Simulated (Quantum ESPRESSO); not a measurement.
Consider SiO2 (Quartz, P3_121).

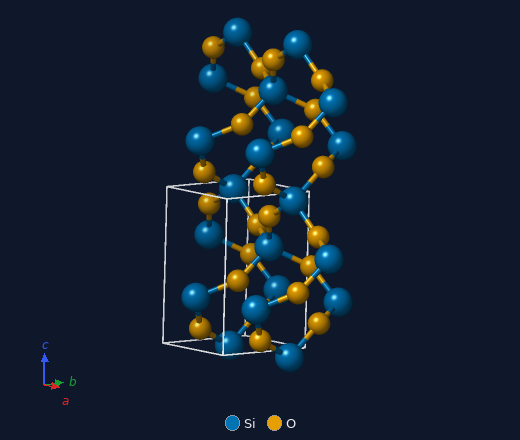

The structure (silicon blue, oxygen orange). 2×1×2 cells are drawn. Some periodic images of atoms are drawn too.

```
CELL_PARAMETERS angstrom
4.91580 0.00000 0.00000
-2.45790 4.25721 0.00000
0.00000 0.00000 5.40910
ATOMIC_POSITIONS crystal
Si 0.46970 0.46970 0.00000
Si 0.00000 0.53030 0.66667
Si 0.53030 0.00000 0.33333
O 0.85380 0.26800 0.45233
O 0.73200 0.58580 0.78567
O 0.41420 0.14620 0.11900
O 0.26800 0.85380 0.54767
O 0.58580 0.73200 0.21433
O 0.14620 0.41420 0.88100
```

Absorber: atom 4, with 2 Si at 1.61 Å (bent, 144°, site symmetry 1). Method: Quantum ESPRESSO XSpectra, PBE, full core hole (charged cell), 9-atom cell with 4.9 Å between holes, 5×5×4 k points, dipole transitions, Lorentzian half width 0.3 eV up to 4 eV, rising linearly to 2.5 eV at 25 eV (counted from xe0, 2.7 eV below the zero used here).

Question: Predict the near-edge structure at the O K edge.

Main maxima up to 24 eV above the zero (height): 4.4 eV (2.53). A K edge sees empty p states on the absorber. The total-energy difference plus the lowest empty eigenvalue puts the zero at 541.92 eV. One term is added: -8.91 eV, since the hole is spin-paired here and a spin-polarised one costs that much less in the free atom (computed apart). The photon energy is then 533.01 eV. The functional and the charged cell's background leave an error of a few eV in such absolute values.

The O K spectrum (energy from the lowest empty level; intensity scaled to a mean of 1 over the first 20 eV; the points at xe0, where the cut of filled states can leave a spike, are interpolated; polarised curves are means over the symmetry-equivalent atoms):

```
E (eV)  isotropic  ε ⊥ c  ε ∥ c
  -2.0       0.04   0.04   0.04
  -0.5       0.07   0.07   0.06
   1.0       0.28   0.31   0.23
   2.5       1.01   1.03   0.98
   4.0       2.51   2.42   2.69
   5.5       2.13   2.11   2.16
   7.0       1.27   1.25   1.31
   8.5       0.90   0.88   0.92
  10.0       0.87   0.84   0.93
  11.5       0.79   0.78   0.83
  13.0       0.70   0.71   0.68
  14.5       0.65   0.67   0.59
  16.0       0.62   0.65   0.58
  17.5       0.62   0.64   0.59
  19.0       0.65   0.66   0.63
  20.5       0.68   0.68   0.68
  22.0       0.72   0.71   0.75
  23.5       0.76   0.74   0.80
  25.0       0.76   0.74   0.79
  26.5       0.73   0.73   0.74
  28.0       0.70   0.70   0.69
  29.5       0.66   0.66   0.67
  31.0       0.64   0.63   0.65
```

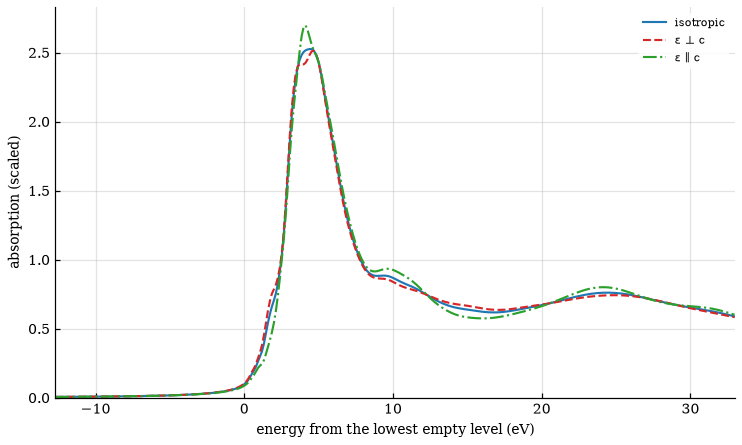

The O K edge.

The holes are only 4.9 Å apart, so the shape is probably not converged with cell size; no larger cell was run here. The structure is a published determination, not relaxed.

[Banner, clock and machine lines of the logs are left out without a mark of their own.]

[Logs are printed without paths, hosts, clocks, repeated set-up lines and the standing remarks that a program may print on its own settings, such as how far it seeks lower states.]

[Hosts, paths, dates, database ids (printed as entryN), source tags and the programs' standing remarks are cut or masked in the printed files.]

[Lists of maxima count a maximum above −3 eV only where it reaches 4 % of the highest in the window and stands out from its surroundings by 2 % of it (1.5 % where it reaches 55 %); shoulders and weaker maxima are passed over, and of the rest the first, up to two pre-edge ones and the few strongest are named.]
